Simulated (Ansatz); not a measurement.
BAs (zinc blende), conventional cell a = b = c = 4.7677 Å, α = β = γ = 90.00°. The calculation uses the primitive cell of 2 atoms, to which meshes and values per cell refer.

The volume is varied about the relaxed value V₀ at fixed cell shape. Symmetry pins the atoms to their sites.

The numbers are results of PBEsol (plane waves to 420 eV, PAW, scalar-relativistic; Ansatz, a quantum-chemistry and plane-wave program), not measurements. k mesh 12×12×12 (Γ-centred), Fermi-Dirac smearing 0.05 eV. The energy includes the smearing's −TS. BAs was relaxed with its symmetry unable to fall. The PAW data are Ansatz's earlier set. ΔE is measured from the relaxed starting cell.

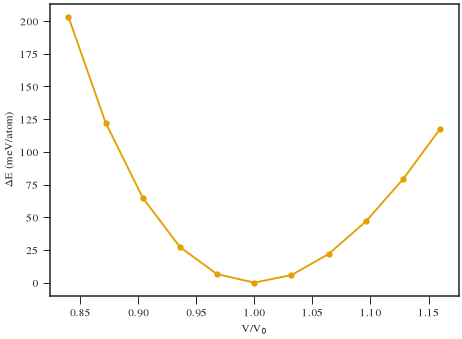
Figure: ΔE (meV/atom) against V/V₀; one marker a computed point.

Task: What is ΔE at V/V₀ = 0.840?

Result: About 200 meV/atom.

Task: What is ΔE at V/V₀ = 1.160?

Result: About 120 meV/atom.

Task: What bulk modulus B₀ follows from a third-order Birch-Murnaghan fit?

Result: About 140 GPa.

(Under strain, the slope of the energy per volume gives the stress and its curvature an elastic modulus.)
